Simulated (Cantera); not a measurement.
Feed: 1 mol Fe2O3, 0.49 mol HCl, 0.036 mol H2, equilibrated at 1298.15 K.

These are equilibrium values from Cantera (NASA tables, ideal gas, pure condensed phases), not measurements of a reactor. Candidate condensed phases: Fe, FeCl2, FeCl3, FeO, Fe(OH)2, Fe(OH)3, Fe2O3, Fe3O4, H2O; 22 gas species. Mutual solubility and eutectic melting of coexisting phases are not modelled. Rates play no part.

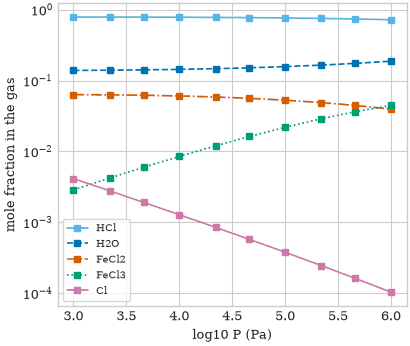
Equilibrium gas composition (values under 1e-9 drawn at 1e-9)

From 10.0 mbar to 10.0 bar the condensed part is Fe2O3(s) + Fe3O4(s). The main Fe-bearing gas is FeCl2 at 10.0 mbar and FeCl3 at 10.0 bar.
